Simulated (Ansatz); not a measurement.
# AlH₈N₃: what the fields show

The calculation's input:

```
crystal:
  periodic: [false, false, false]
  atoms:
    - { symbol: Al, position_ang: [-0.106814, 0.206362, 0.859697] }
    - { symbol: H, position_ang: [0.878363, -0.917892, 1.251895] }
    - { symbol: "N", position_ang: [0.52141, 1.846319, 0.519583] }
    - { symbol: "N", position_ang: [-1.852448, -0.16414, 0.728982] }
    - { symbol: H, position_ang: [1.251527, -1.524482, -0.540529] }
    - { symbol: "N", position_ang: [1.136446, -1.503012, -1.56208] }
    - { symbol: H, position_ang: [1.512893, 2.085469, 0.581521] }
    - { symbol: H, position_ang: [-0.02477, 2.685659, 0.317937] }
    - { symbol: H, position_ang: [-2.593604, 0.478425, 0.44438] }
    - { symbol: H, position_ang: [-2.257331, -1.064923, 0.99168] }
    - { symbol: H, position_ang: [1.410852, -0.555895, -1.85827] }
    - { symbol: H, position_ang: [0.123475, -1.572191, -1.734696] }
basis:
  gaussian: { orbitals: def2-SVP }
hamiltonian:
  xc: pbe
  dispersion: d4
relax:
  f_tol: 0.03
  max_steps: 50
output:
  orbitals: {}
```

Launched as:

```sh
ansatz run input.yaml --threads 2 --pin off --max-ram 3072MiB --backend cpu --events-out ev --progress --plain --runs-dir out
```

The fields are those of the relaxed geometry.

The calculation used RKS PBE-D4/def2-SVP (Ansatz).

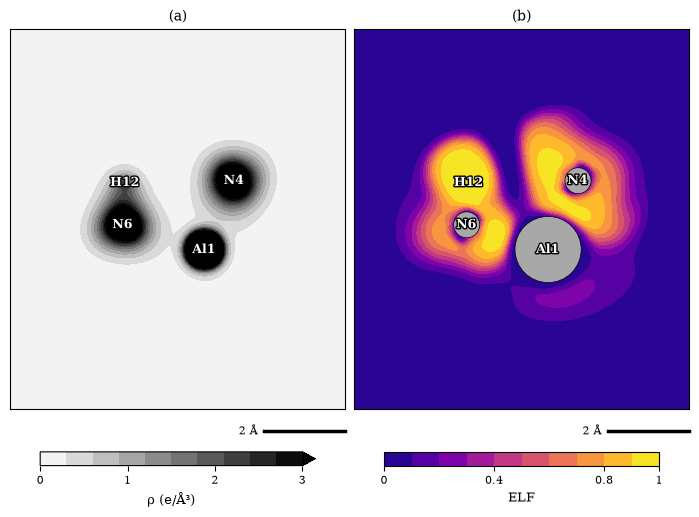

Figure 1. (a) total electron density; (b) ELF on the plane of atoms Al1, N6 and H12. Grey discs cover the atomic cores in the ELF map.

### What does the map show?

Atoms in the plane: Al, N and H. Al–N (1.84 Å): ρ is about 0.74 e/Å³ halfway; the ELF peaks at about 0.95 in the valence shell of N, 0.7 Å from its nucleus, and is about 0.55 at the midpoint. N–H (1.03 Å): ρ at the midpoint is about 2.8 e/Å³; the ELF climbs to about 1 towards the hydrogen, as it does in any bond to H; an ordinary covalent bond to hydrogen. Al–N (2.08 Å): the density is about 0.45 e/Å³ at the midpoint; the ELF peaks at about 0.95 in the valence shell of N, 0.8 Å from its nucleus, and is about 0.75 at the midpoint. The ELF also peaks beside N4, away from the bonds: lone-pair regions.

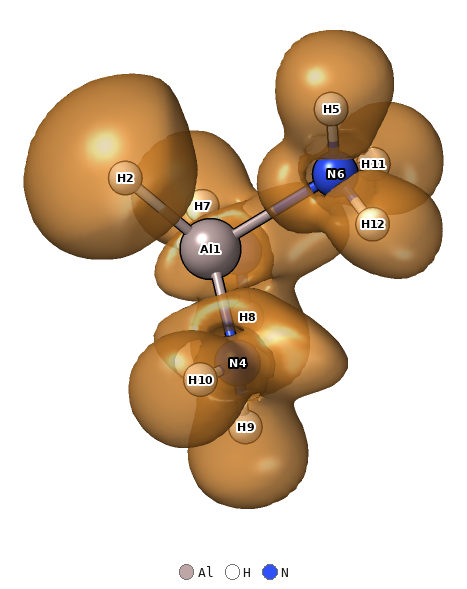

Figure 2. Isosurface of the electron localisation function at 0.75 (orange), seen at an oblique angle. Core shells and regions of very low density are left out.

### Identify the bonds, lone pairs and shells in this picture.

The ELF exceeds this value in one region around a hydrogen nucleus and three joined regions spread over several atoms (H, N), in which their bonds and any lone pairs are merged. Along the contacts the grid gives the following. N–H (1.02 Å): the ELF climbs to about 1 towards the hydrogen; a covalent bond by its length.

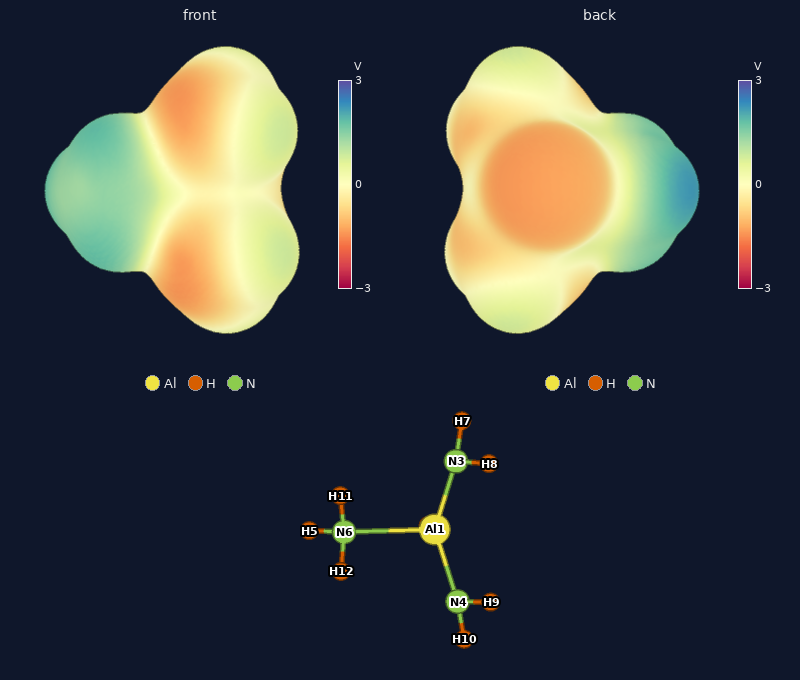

Figure 3. The molecular electrostatic potential painted on the density surface at 0.002 e/bohr³, seen from the front and from behind; red is negative and blue positive. The bare structure is drawn below in the same view.

### Where is the surface potential most negative and most positive?

The most negative region (about −1.4 V) lies over H2, N3 and N4, the most positive (about +2.2 V) over H5.
